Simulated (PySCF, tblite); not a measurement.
# CH7N2Si2 radical, a small gas-phase stand-in for a defect centre (nitride 2-ring): EPR parameters

Aim: the EPR parameters of `[CH2][SiH]1N[SiH2]N1`. It is drawn as: carbon radical.

Programs: tblite 0.8.0 and PySCF 2.14.0. All values are calculated, for the isolated system unless a continuum is named. Atoms count from 0, parts from 1.

### 1 Starting point

12 atoms, charge 0, multiplicity 2; geometry: distance geometry start.

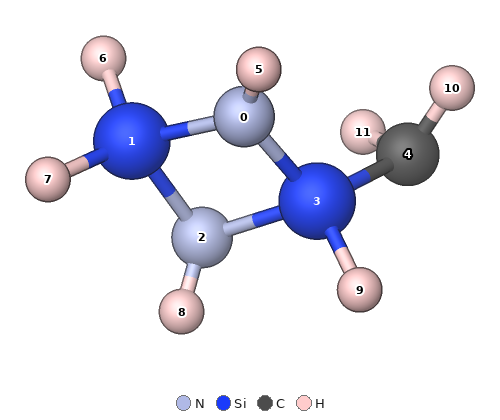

The starting geometry (nitrogen light blue, silicon blue, carbon dark grey, hydrogen pink), atoms numbered.

### 2 Geometry optimisation with GFN2-xTB

What the job is given:

```
{"job": {"kind": "relax", "xc": "GFN2-xTB", "basis": "xTB"}, "charge": 0, "multiplicity": 2}
N     -0.467257    -0.101455     1.186680
Si    -1.642427     0.313504    -0.015882
N     -0.474969    -0.328055    -1.203019
Si     0.731066    -0.617789     0.095951
C      2.196184     0.483587    -0.275218
H     -0.500812    -0.042282     2.154833
H     -1.803994     1.758411    -0.175904
H     -2.905592    -0.445325     0.081600
H     -0.750500    -1.202035    -1.671943
H      1.120025    -2.050889     0.119050
H      2.620000     0.901219     0.662126
H      1.859577     1.313997    -0.944115
```

Level: GFN2-xTB geometry optimisation, gas phase.

On the command line:

```console
OMP_NUM_THREADS=1 python cluster_run.py task.json out
```

One launch serves the whole session: the jobs run in the order shown.

The log of the run:

```text
step      E/eV     max force
  0    -406.98451    2.416
  1    -407.17905    1.392
  2    -407.26674    0.803
  3    -407.30603    0.539
  4    -407.37519    0.736
  5    -407.42554    0.628
  6    -407.45132    0.383
  7    -407.46179    0.263
  8    -407.46805    0.246
  9    -407.48031    0.324
 10    -407.49230    0.447
 11    -407.50637    0.441
 12    -407.52005    0.344
 13    -407.53088    0.335
 14    -407.54094    0.259
 15    -407.54431    0.724
 16    -407.55457    0.239
 17    -407.55896    0.180
 18    -407.56595    0.178
 19    -407.56903    0.170
 20    -407.57493    0.189
 21    -407.57911    0.207
 22    -407.58258    0.237
 23    -407.58502    0.203
 24    -407.58762    0.132
 25    -407.59070    0.134
 26    -407.59276    0.128
 27    -407.59481    0.147
 28    -407.59693    0.127
 29    -407.59874    0.097
 30    -407.60017    0.107
 31    -407.60154    0.125
 32    -407.60317    0.252
 33    -407.60490    0.128
 34    -407.60679    0.130
 35    -407.60847    0.100
 36    -407.60965    0.105
 37    -407.61149    0.130
 38    -407.61355    0.141
 39    -407.61547    0.111
 40    -407.61689    0.105
 41    -407.61810    0.085
 42    -407.61924    0.091
 43    -407.62027    0.098
 44    -407.62138    0.119
 45    -407.62296    0.131
 46    -407.62525    0.174
 47    -407.62849    0.177
 48    -407.63092    0.092
 49    -407.63220    0.084
 50    -407.63330    0.091
 51    -407.63421    0.085
 52    -407.63522    0.047
 53    -407.63588    0.046
 54    -407.63607    0.044
 55    -407.63648    0.058
 56    -407.63719    0.080
 57    -407.63821    0.098
 58    -407.63907    0.079
 59    -407.63956    0.065
 60    -407.63982    0.058
 61    -407.64011    0.071
 62    -407.64054    0.072
 63    -407.64108    0.055
 64    -407.64159    0.055
 65    -407.64186    0.116
 66    -407.64203    0.051
 67    -407.64234    0.044
 68    -407.64274    0.046
 69    -407.64330    0.069
 70    -407.64391    0.062
 71    -407.64436    0.074
 72    -407.64479    0.077
 73    -407.64546    0.099
 74    -407.64605    0.147
 75    -407.64665    0.103
 76    -407.64715    0.090
 77    -407.64739    0.090
 78    -407.64815    0.112
 79    -407.64875    0.115
 80    -407.64938    0.080
 81    -407.64950    0.102
 82    -407.64988    0.039
 83    -407.64999    0.025
 84    -407.65018    0.022
 85    -407.65022    0.024
 86    -407.65030    0.035
 87    -407.65037    0.029
 88    -407.65043    0.028
 89    -407.65048    0.020
 90    -407.65052    0.020
 91    -407.65055    0.015
 92    -407.65059    0.017
 93    -407.65062    0.016
 94    -407.65064    0.013
 95    -407.65066    0.016
 96    -407.65070    0.024
 97    -407.65078    0.032
 98    -407.65088    0.032
 99    -407.65098    0.023
100    -407.65102    0.013
101    -407.65103    0.012
102    -407.65104    0.012
103    -407.65106    0.012
104    -407.65107    0.013
105    -407.65109    0.009
106    -407.65109    0.006
```

Run time: 1.6 s. Hardware: 1 thread of Arm Neoverse V2, shared host.

Along the way:

```tsv
step	energy from step 0 (eV)	largest force (eV/Å)
0	0.0000	2.4156
4	-0.3907	0.7355
8	-0.4835	0.2456
12	-0.5355	0.3438
16	-0.5701	0.2381
20	-0.5904	0.1881
24	-0.6031	0.1322
28	-0.6124	0.1277
32	-0.6187	0.2522
36	-0.6251	0.1048
40	-0.6324	0.1049
44	-0.6369	0.1183
48	-0.6464	0.0925
52	-0.6507	0.0472
56	-0.6527	0.0801
60	-0.6553	0.0584
64	-0.6571	0.0543
68	-0.6582	0.0460
72	-0.6603	0.0771
76	-0.6626	0.0902
80	-0.6649	0.0798
84	-0.6657	0.0224
88	-0.6659	0.0286
92	-0.6661	0.0169
96	-0.6662	0.0239
100	-0.6665	0.0124
104	-0.6666	0.0130
106	-0.6666	0.0062
```

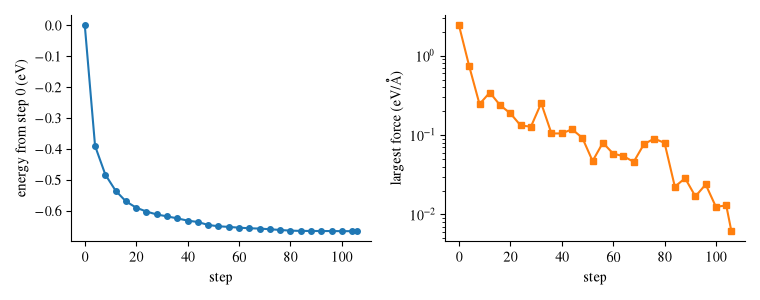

Energy and largest force along the relaxation.

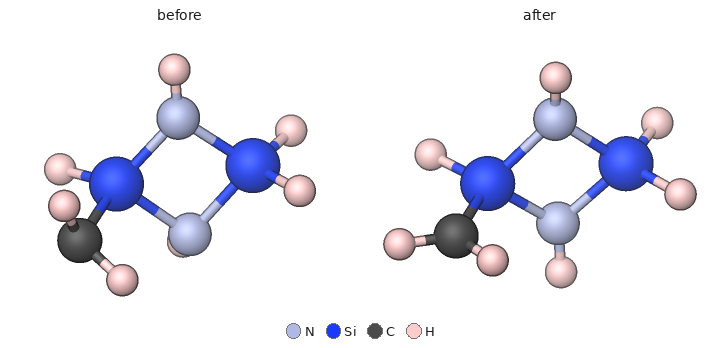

Before and after, at one scale.

Distances of close pairs at the start and the end, largest changes first:

```tsv
bond	before (Å)	after (Å)	change (Å)
N0–Si3	1.701	1.755	+0.054
Si1–N2	1.784	1.737	-0.047
C4–H11	1.118	1.076	-0.042
N2–Si3	1.796	1.754	-0.042
C4–H10	1.110	1.075	-0.035
Si3–C4	1.870	1.837	-0.033
N0–H5	0.971	1.003	+0.032
Si3–H9	1.485	1.458	-0.027
```

### 3 Optimising the geometry at PBE0-D3(BJ)/def2-SVP

What the job is given:

```
{"job": {"xc": "PBE0", "basis": "def2-SVP", "d3": "d3bj", "grid": 2, "kind": "geom", "shake": 0.01}, "charge": 0, "multiplicity": 2}
N     -0.532869    -0.043884     1.198058
Si    -1.781554     0.167387    -0.027223
N     -0.596529    -0.564568    -1.052952
Si     0.752046    -0.604754     0.134854
C      2.101523     0.556274    -0.166445
H     -0.512230     0.345307     2.126899
H     -2.095442     1.554915    -0.359966
H     -2.935640    -0.659642     0.188051
H     -0.551238    -0.663758    -2.021715
H      1.112910    -1.973612     0.476220
H      3.125546     0.261306    -0.075130
H      1.951968     1.597442    -0.403651
```

The log of the run:

```text
step   0  E = -730.11215140  max force = 0.060673
step   1  E = -730.12429722  max force = 0.018907
step   2  E = -730.12571115  max force = 0.007019
step   3  E = -730.12609346  max force = 0.002980
step   4  E = -730.12616557  max force = 0.001176
step   5  E = -730.12618780  max force = 0.000957
step   6  E = -730.12620145  max force = 0.001025
step   7  E = -730.12621797  max force = 0.001499
step   8  E = -730.12623363  max force = 0.001354
step   9  E = -730.12625127  max force = 0.000736
step  10  E = -730.12626478  max force = 0.000480
step  11  E = -730.12627208  max force = 0.000298
optimisation converged
```

It took 2.1 min on 1 thread of Arm Neoverse V2, shared host; peak memory 0.6 GiB.

Along the way:

```tsv
step	energy from step 0 (eV)	largest force component (eV/Å)
0	0.0000	3.1199
1	-0.3305	0.9722
2	-0.3690	0.3609
3	-0.3794	0.1532
4	-0.3813	0.0605
5	-0.3819	0.0492
6	-0.3823	0.0527
7	-0.3828	0.0771
8	-0.3832	0.0696
9	-0.3837	0.0378
10	-0.3840	0.0247
11	-0.3842	0.0153
```

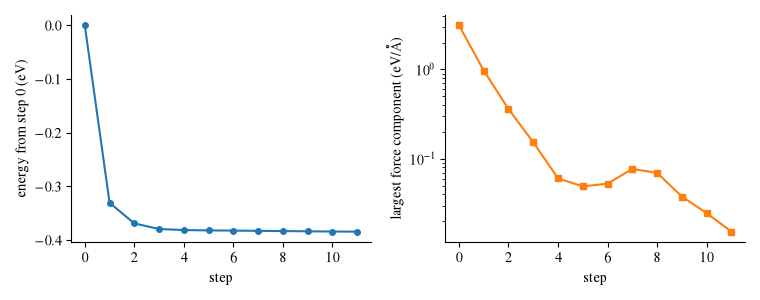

Energy and force, step by step.

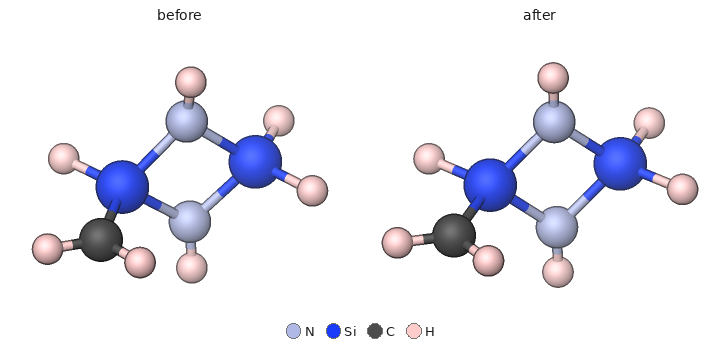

The geometry before (left) and after (right).

Distances of close pairs at the start and the end, largest changes first:

```tsv
bond	before (Å)	after (Å)	change (Å)
Si1–H7	1.436	1.499	+0.063
N2–Si3	1.798	1.751	-0.046
Si3–C4	1.806	1.847	+0.042
Si3–H9	1.456	1.496	+0.040
Si1–H6	1.461	1.499	+0.038
N2–H8	0.975	1.008	+0.034
C4–H10	1.070	1.096	+0.027
C4–H11	1.078	1.097	+0.018
```

The final coordinates are the input of the step that follows.

```tsv
at the end point	value
point group (found at 0.08 Å tolerance)	Cs
rotational constants (GHz, main isotopes)	6.964, 2.354, 2.093
dipole moment (D)	0.78
⟨S²⟩	0.754
```

### 4 EPR parameters: B3LYP/IGLO-III+pcH-1

What the job is given:

```
{"job": {"kind": "epr"}, "charge": 0, "multiplicity": 2}
N     -0.550163     0.092484     1.208816
Si    -1.755592     0.276399    -0.038504
N     -0.574755    -0.406394    -1.125030
Si     0.636110    -0.602319     0.124724
C      2.189678     0.370136    -0.104419
H     -0.530157     0.317210     2.191706
H     -2.182875     1.682437    -0.334618
H     -3.011528    -0.520316     0.144597
H     -0.576883    -0.609334    -2.112852
H      1.034438    -2.013225     0.425027
H      3.194777    -0.058563    -0.017098
H      2.166354     1.439703    -0.344924
```

Level: UKS B3LYP, IGLO-III on C N Si, pcH-1 on H, non-relativistic, mean-field spin-orbit, GIAO.

The log of the run:

```text
UKS, coarse grid
  cycle   1  E = -730.86277178  |g| = 5.22e-01
  cycle   2  E = -730.65518805  |g| = 8.45e-01
  cycle   3  E = -730.96698288  |g| = 9.32e-02
  cycle   4  E = -730.97065434  |g| = 3.52e-02
  cycle   5  E = -730.97129946  |g| = 6.60e-03
  cycle   6  E = -730.97132587  |g| = 1.69e-03
  cycle   7  E = -730.97132842  |g| = 6.95e-04
UKS, final grid
  cycle   1  E = -730.97133226  |g| = 6.96e-04
  cycle   2  E = -730.97133213  |g| = 9.54e-04
  cycle   3  E = -730.97133250  |g| = 1.66e-04
  cycle   4  E = -730.97133251  |g| = 4.19e-05
  cycle   5  E = -730.97133251  |g| = 2.06e-05
E = -730.97133251 Eh   <S^2> = 0.7535 (exact 0.7500)
g shifts (ppm)      1          2          3
  rmc          -129       -129       -129
  gc              8         28         33
  oz_so          -8        208        953
  total        -129        108        858
hyperfine (MHz)  atom isotope    a_iso     a_fc   dipolar eigenvalues
    0   14N       7.25       7.25     -1.45     -1.33      2.77
    1  29Si       0.85       0.84     -2.39      0.80      1.60
    2   14N       7.17       7.17     -1.43     -1.30      2.73
    3  29Si      39.67      39.70     -4.74      0.64      4.10
    4   13C      69.47      69.64    -72.12    -71.79    143.90
    5    1H      -1.92      -1.92     -3.26     -1.37      4.63
    6    1H      -0.39      -0.39     -0.77     -0.76      1.53
    7    1H      -1.70      -1.70     -0.89     -0.42      1.31
    8    1H      -1.89      -1.89     -3.24     -1.38      4.62
    9    1H      -7.77      -7.77     -4.02     -2.63      6.65
   10    1H     -56.41     -56.41    -35.09     -0.64     35.73
   11    1H     -55.15     -55.15    -34.83     -1.20     36.03
```

It took 57 s on 1 thread of Arm Neoverse V2, shared host; peak memory 1 GiB.

Principal g values 2.00219, 2.00243, 2.00318; g(iso) = 2.00260, against 2.00232 for a free electron.

Hyperfine couplings; where a row names several nuclei, a(iso) is their mean (it holds for fast rotation or exchange) and the dipolar term the largest among them:

```tsv
nuclei	isotope	a(iso) (MHz)	a(iso) (G, at g = 2.0023)	largest dipolar term (MHz)
C4	13C	69.5	24.8	143.9
H10	1H	-56.4	-20.1	35.7
H11	1H	-55.1	-19.7	36.0
Si3	29Si	39.7	14.2	-4.7
H9	1H	-7.8	-2.8	6.7
N0, N2	14N	7.2	2.6	2.8
H5, H8	1H	-1.9	-0.7	4.6
H7	1H	-1.7	-0.6	1.3
Si1	29Si	0.9	0.3	-2.4
H6	1H	-0.4	-0.1	1.5
```

Mulliken spin populations:

```tsv
atom	value (e)
N0	0.01
Si1	0.01
N2	0.01
Si3	0.03
C4	1.02
H5	0.00
H6	0.00
H7	0.00
H8	0.00
H9	0.00
H10	-0.05
H11	-0.04
```

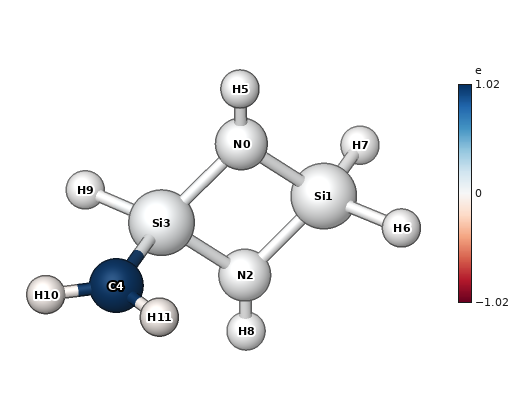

Mulliken spin populations, as colours on the atoms.

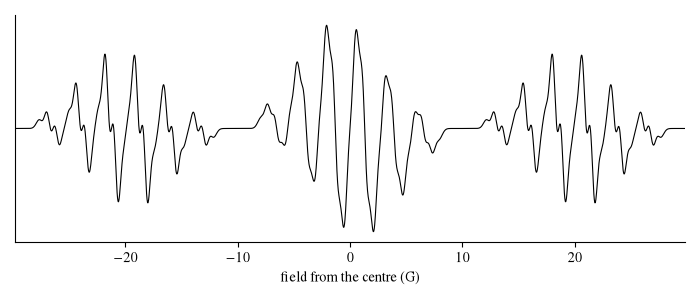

First-order isotropic spectrum (first derivative, main isotopes with spin only, couplings over 0.8 MHz, Gaussian width 0.3 G; couplings of the frozen geometry, rotation of groups not averaged beyond the rows shown).

### 5 g tensor and hyperfine couplings: BHandHLYP/IGLO-III+pcH-1

Settings changed since step 4:

```diff
@@ -1,2 +1,2 @@
-{"job": {"kind": "epr"}, "charge": 0, "multiplicity": 2}
+{"job": {"kind": "epr", "xc": "BHandHLYP"}, "charge": 0, "multiplicity": 2}
 N     -0.550163     0.092484     1.208816
```

Method: UKS BHandHLYP, IGLO-III on C N Si, pcH-1 on H, non-relativistic, mean-field spin-orbit, GIAO.

The log of the run:

```text
UKS, coarse grid
  cycle   1  E = -730.76666729  |g| = 4.05e-01
  cycle   2  E = -730.76101123  |g| = 4.31e-01
  cycle   3  E = -730.83736641  |g| = 4.37e-02
  cycle   4  E = -730.83837317  |g| = 1.34e-02
  cycle   5  E = -730.83847347  |g| = 3.68e-03
  cycle   6  E = -730.83849077  |g| = 1.80e-03
  cycle   7  E = -730.83849430  |g| = 4.68e-04
UKS, final grid
  cycle   1  E = -730.83849576  |g| = 2.59e-04
  cycle   2  E = -730.83849583  |g| = 1.66e-04
  cycle   3  E = -730.83849586  |g| = 9.70e-05
  cycle   4  E = -730.83849587  |g| = 3.89e-05
  cycle   5  E = -730.83849587  |g| = 3.76e-06
E = -730.83849587 Eh   <S^2> = 0.7546 (exact 0.7500)
g shifts (ppm)      1          2          3
  rmc          -127       -127       -127
  gc              6         27         33
  oz_so         -27        191        861
  total        -147         91        767
hyperfine (MHz)  atom isotope    a_iso     a_fc   dipolar eigenvalues
    0   14N       6.71       6.72     -1.17     -1.07      2.24
    1  29Si       0.90       0.89     -1.76      0.49      1.28
    2   14N       6.62       6.62     -1.15     -1.05      2.21
    3  29Si      48.42      48.47     -4.57     -0.01      4.58
    4   13C      89.25      89.43    -71.95    -71.36    143.31
    5    1H      -1.86      -1.87     -3.01     -1.45      4.45
    6    1H      -0.35      -0.35     -0.77     -0.76      1.53
    7    1H      -1.28      -1.28     -0.79     -0.45      1.25
    8    1H      -1.83      -1.83     -2.99     -1.45      4.44
    9    1H      -7.85      -7.85     -4.04     -2.72      6.76
   10    1H     -65.69     -65.69    -36.15     -0.62     36.77
   11    1H     -63.75     -63.75    -35.90     -1.15     37.05
```

Run time: 59 s. Hardware: 1 thread of Arm Neoverse V2, shared host; peak memory 1 GiB.

In short: g(iso) 2.00256.

### 6 Side by side: EPR parameters

g, ⟨S²⟩ and isotropic hyperfine couplings (MHz), with basis size and wall time:

```tsv
run	g(iso)	⟨S²⟩	13C C4	1H H10	1H H11	29Si Si3	1H H9	functions	time
B3LYP/IGLO-III+pcH-1	2.00260	0.754	69.5	-56.4	-55.1	39.7	-7.8	263	57 s
BHandHLYP/IGLO-III+pcH-1	2.00256	0.755	89.3	-65.7	-63.7	48.4	-7.8	263	59 s
```

### 7 Summary of results

| quantity | value |
| --- | --- |
| point group | Cs |
| rotational constants (main isotopes) | 6.96, 2.35, 2.09 GHz |
| g(iso) (B3LYP) | 2.00260 |
| ⟨S²⟩ | 0.754 (exact 0.75) |
| largest a(iso) (averaged by class) | 13C on C4, 69.5 MHz |

What this shows: The start of the PBE0/def2-SVP relaxation was shaken at random by about 0.01 Å, so part of the energy gained, and of the first lengths quoted, undoes that. Over 11 steps the energy fell by 0.384 eV; of the close pairs, Si1–H7 changed most, 1.436 to 1.499 Å (PBE0/def2-SVP). No frequency check was run at this level, so the end point may be a saddle. Most of the unpaired spin sits on C4 (1.02 e). The isotropic g lies 0.3 ppt above the free-electron value. The coupling of 13C on C4 runs from 69.5 (B3LYP/IGLO-III+pcH-1) to 89.3 MHz (BHandHLYP/IGLO-III+pcH-1). A capped cluster stands for the solid here, so long-range fields and strain are missing, and bands or shifts of the capping hydrogens have no counterpart in it.
